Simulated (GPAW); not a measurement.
## KZnF3 (Pm-3m): how ε∞ follows the gap

The empty bands of KZnF3 (Pm-3m) are shifted up rigidly by Δ, and ε∞ is computed for each shift.

The structure is cubic, space group Pm-3m (No. 221). Conventional cell: a = 4.050 Å, b = 4.050 Å, c = 4.050 Å, α = 90.00°, β = 90.00°, γ = 90.00°. Around Zn on site b lie 6 F at 2.02 Å. K on site a is surrounded by 12 F at 2.86 Å. F on site c is surrounded by 2 Zn at 2.02 Å.

Method: GPAW 26.7.0, PBE, RPA, k-mesh 8×8×8, local fields up to 50 eV, Lorentzian half width 0.15 eV.

Launch of the response step: `OMP_NUM_THREADS=1 python df.py`. The series took 8.9 min in all, its band step included, on 1 thread of Arm Neoverse N1 (shared host).

```
Δ (eV)     ε∞
  0.00  2.276
  0.40  2.237
  0.80  2.201
  1.20      ?
  1.60  2.136
  2.00  2.107
```

With one effective transition at E₀ and fixed dipole strength, ε∞ − 1 = A/(E₀ + Δ), so 1/(ε∞ − 1) is linear in Δ.

Working, on the rows shown:

| x = Δ (eV) | y = 1/(ε∞ − 1) |
| --- | --- |
| 0 | 0.783699 |
| 0.4 | 0.808407 |
| 0.8 | 0.832639 |
| 1.6 | 0.880282 |
| 2 | 0.903342 |

Means: x̄ = 0.96, ȳ = 0.84167. Σ(x − x̄)(y − ȳ) = 0.1646, Σ(x − x̄)² = 2.752. Slope = 0.1646 / 2.752 = 0.0598; intercept = ȳ − slope · x̄ = 0.78426. Turned back into ε∞, the line misses the rows shown by at most 0.00092.

Problem. Predict the last column of the withheld row from the fit.

Solution. At x = 1.2 the line gives y = 0.85603, that is 2.168. The run gave 2.167, so the interpolation is off by 0.0012, 0.7 % of the range in the table.

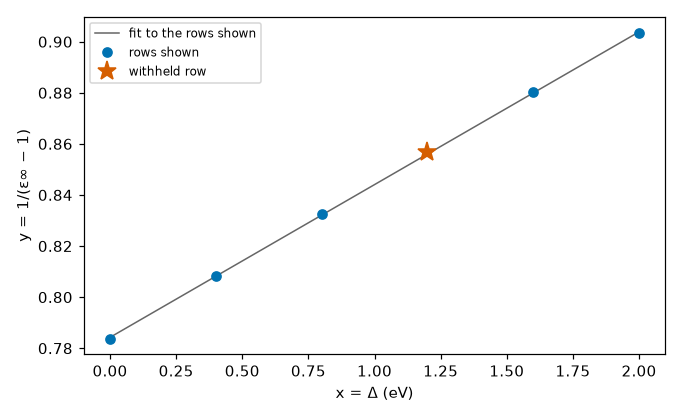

Refitted with all rows, the slope is 0.05986 and the intercept 0.78435. These give E₀ = intercept/slope = 13.1 eV, far above the least direct gap of 5.66 eV: most of the screening comes from transitions well over the edge. Over the first step ε∞ falls by 4 % per eV. Excitons are left out; PBE gaps are as a rule too small. The values come from a sum over the points of one k-mesh and carry its error, which grows as the direct gap shrinks. This version of GPAW has incomplete matrix elements in the optical limit, which can lower ε − 1 by up to a tenth where first-row anions or d states rule.

[Logs are printed without paths, hosts, clocks, repeated set-up lines and the standing remarks that a program may print on its own settings, such as how far it seeks lower states.]
